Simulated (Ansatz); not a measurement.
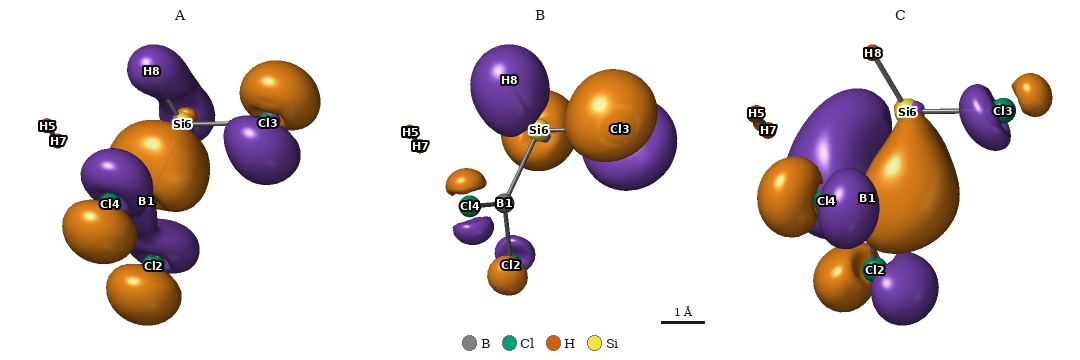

BCl₃H₂Si···H₂. Three frontier orbitals at ±0.1 Å⁻³ᐟ² (orange and purple are the two phases), in no order.

The reactant side of a reaction path; geometry: PBE0-D4/def2-TZVP.

Theory: RKS PBE0-D4/def2-TZVPP in Ansatz.

The calculation's input:

```
crystal:
  periodic: [false, false, false]
  atoms:
    - {symbol: B, position_ang: [-1.167176, -0.425423, 0.096343]}
    - {symbol: Cl, position_ang: [-2.111163, -0.501212, -1.363589]}
    - {symbol: Cl, position_ang: [1.155570, -2.701887, 0.223428]}
    - {symbol: Cl, position_ang: [-1.975565, -0.194006, 1.619882]}
    - {symbol: H, position_ang: [0.177973, 2.399213, 0.123323]}
    - {symbol: Si, position_ang: [0.836620, -0.671749, 0.030602]}
    - {symbol: H, position_ang: [0.143941, 2.323690, -0.619824]}
    - {symbol: H, position_ang: [1.524694, 0.009297, 1.153686]}
    - {symbol: H, position_ang: [1.415004, -0.237921, -1.263952]}
basis:
  gaussian: {orbitals: def2-TZVPP}
hamiltonian: {xc: pbe0, dispersion: d4}
output: {orbitals: {seedname: orbitals}}
```

Run with:

```sh
ansatz run in.yaml --threads 8 --pin off --events-out ev --progress --plain --max-ram 19148MiB
```

Q: Order the three orbitals by energy and name them.

A: B is the HOMO−1 (−9.02 eV). Its weight (Hirshfeld) is mainly on Cl3 (about 55 %), Si6 (about 15 %), H8 (about 10 %) and H9 (about 10 %). A is the HOMO (−8.26 eV). Its weight (Hirshfeld) is mainly on Cl3 (about 25 %), Si6 (about 20 %), B1 (about 20 %), Cl2 (about 15 %) and Cl4 (about 15 %). C is the LUMO (−2.43 eV). By Hirshfeld shares it lies mainly on B1 (about 40 %), Si6 (about 15 %), Cl2 (about 15 %), Cl4 (about 15 %) and Cl3 (about 5 %).

Q: What is the HOMO–LUMO gap?

A: 5.83 eV between the orbital energies.
